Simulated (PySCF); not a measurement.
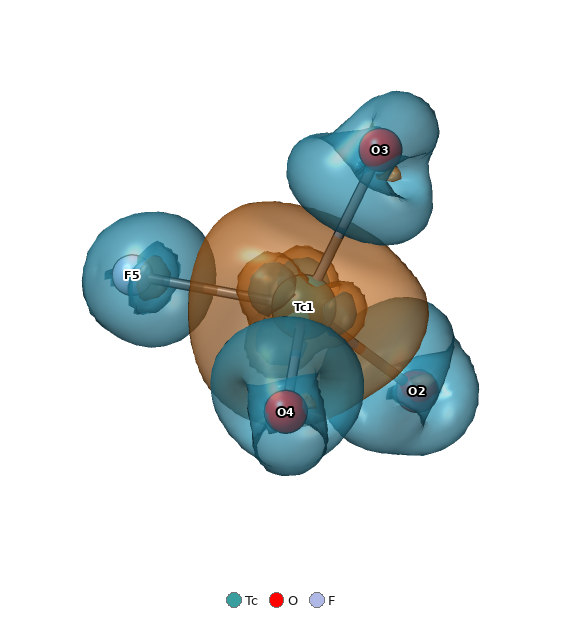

Figure 1: FO$_{3}$Tc. Deformation density (molecule less spherical, spin-averaged free atoms at the same positions), surfaces at ±0.12 e/Å³; light blue: gain, orange: loss.

Computed with PySCF, ωB97X/def2-TZVP, geometry: GFN2-xTB. Core potentials replace the inner electrons of Tc; spin–orbit coupling isn't included. This is a single-reference result, which may miss multireference character in this system. No frequency check shows the geometry to be a minimum. GFN2-xTB bond lengths at metals and heavier atoms can be off by up to 0.1 Å and shapes distorted, which carries into these values.

Input script:

```python
import numpy as np
from pyscf import gto, scf, dft
from pyscf.scf import atom_ks, atom_hf
from scipy.linalg import block_diag

def solve(mol, dm0=None, hcore=None):
    mf = (dft.UKS if mol.spin else dft.RKS)(mol, xc='wb97x')
    mf.grids.level = 3
    mf = mf.density_fit(auxbasis='def2-universal-jkfit')
    mf.conv_tol, mf.max_cycle = 1e-8, 80
    if hcore is not None:
        mf.get_hcore = lambda *args: hcore
    mf.kernel(dm0)
    if not mf.converged:
        mf = mf.newton().run(mf.mo_coeff, mf.mo_occ, max_cycle=30)
    assert mf.converged, 'SCF not converged'
    return mf

mol = gto.M(atom='''
Tc    -0.02245    -0.00012    -0.00016
O     -0.60171     1.09668    -1.07201
O     -0.58366    -1.48101    -0.42534
O     -0.62825     0.36909     1.47780
F      1.71936     0.01414     0.01816
''', basis='def2-tzvp', ecp={'Tc': 'def2-tzvp'}, charge=0, spin=0, verbose=4)
mf = solve(mol)
mf.analyze()
# spherically averaged free atoms, for the promolecule
atom_ks.AtomSphAverageRKS.init_guess_by_vsap = lambda self, mol=None: self.init_guess_by_minao(mol)  # core potentials
atm = atom_ks.get_atm_nrks(mol, xc='wb97x')
pro = block_diag(*[(atm[a[0]][2] * atm[a[0]][3]) @ atm[a[0]][2].T for a in mol._atom])
np.savez('result.npz', e=mf.e_tot, c=mf.mo_coeff, occ=mf.mo_occ, eps=mf.mo_energy, pro=pro, dip=mf.dip_moment(verbose=0), s2=mf.spin_square()[0])
```

Command:

```sh
OMP_NUM_THREADS=1 python input.py
```

The run took 25 s on 1 thread of Intel(R) Xeon(R) Processor @ 2.70GHz (shared host), peak memory 0.62 GiB.

Partitions, critical points and surface values were worked out afterwards from this run's density.

> Describe the bonding that the map shows.

Tc1–O2, Tc1–O4 and Tc1–O3: +0.24 e/Å³ at the bond critical point (bond length 1.64 Å, Mayer order 1.8). Tc1–F5: 0.01 e/Å³ at the bond critical point (bond length 1.74 Å, Mayer order 0.8); up to 0.6 Å beside the axis the gain reaches +0.29 e/Å³. In all, 1.6 electrons gather in the regions of gain relative to the promolecule. A small or negative value marks a very polar bond, one between electron-rich atoms, whose free-atom densities already overlap strongly, a long bond to a heavier atom, or a closed-shell contact such as a hydrogen bond.

> Where do the Hirshfeld charges lie?

The highest Hirshfeld charge is on Tc1 (+1.04 e), the lowest on O2, O3 and O4 (−0.28 e).

| atom | charge (e) |
| --- | --- |
| Tc1 | +1.04 |
| O2 | −0.28 |
| O3 | −0.28 |
| O4 | −0.28 |
| F5 | −0.20 |
